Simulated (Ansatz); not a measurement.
C2H4BIn

Input file:

```
crystal:
  periodic: [false, false, false]
  atoms:
    - {symbol: B, position_ang: [-0.390733, 0.976424, -0.338476]}
    - {symbol: C, position_ang: [0.651874, -0.063354, 0.173679]}
    - {symbol: C, position_ang: [1.295809, -1.024318, 0.569599]}
    - {symbol: In, position_ang: [-1.275067, -1.676846, 0.109811]}
    - {symbol: H, position_ang: [-0.610438, 1.841291, 0.474503]}
    - {symbol: H, position_ang: [-0.143086, 1.358729, -1.456406]}
    - {symbol: H, position_ang: [1.977298, -1.766532, 0.920188]}
    - {symbol: H, position_ang: [-1.505668, 0.354605, -0.452899]}
basis:
  gaussian: {orbitals: def2-TZVPP}
hamiltonian: {xc: pbe0, dispersion: d4}
output: {orbitals: {seedname: orbitals}}
```

Run with:

```sh
ansatz run in.yaml --threads 2 --pin off --events-out ev --progress --plain --max-ram 4352MiB
```

Geometry: PBE0-D4/def2-TZVP; core potentials replace the inner electrons of In.

Theory: RKS PBE0-D4/def2-TZVPP in Ansatz.

### Predict the electron density and electron localisation function between the atoms.

C–C (1.22 Å): ρ is about 2.8 e/Å³ halfway; the ELF peaks at about 0.85 between the atoms; a short, multiple covalent bond.
C–B (1.56 Å): ρ at the midpoint is about 1.3 e/Å³; the ELF peaks at about 0.95 between the atoms, as expected for a covalent bond.
C–In (2.51 Å): the density is about 0.27 e/Å³ at the midpoint; the ELF peaks at about 0.60 in the valence shell of C, 0.7 Å from its nucleus, and drops to about 0.10 between the two atoms.
C–H (1.07 Å): ρ at the midpoint is about 2.1 e/Å³; the ELF climbs to about 1 towards the hydrogen, as it does in any bond to H: a covalent bond by its length.

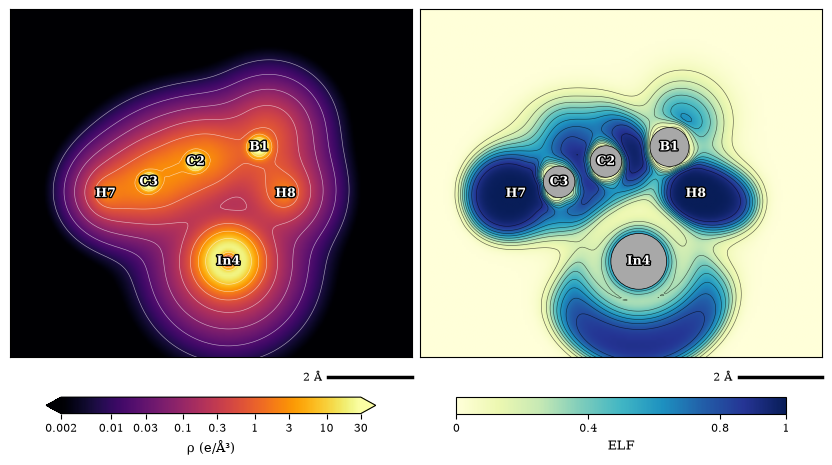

Computed electron density and electron localisation function on the plane of atoms B1, H8 and In4, in this order. Grey discs cover the atomic cores in the ELF map. 
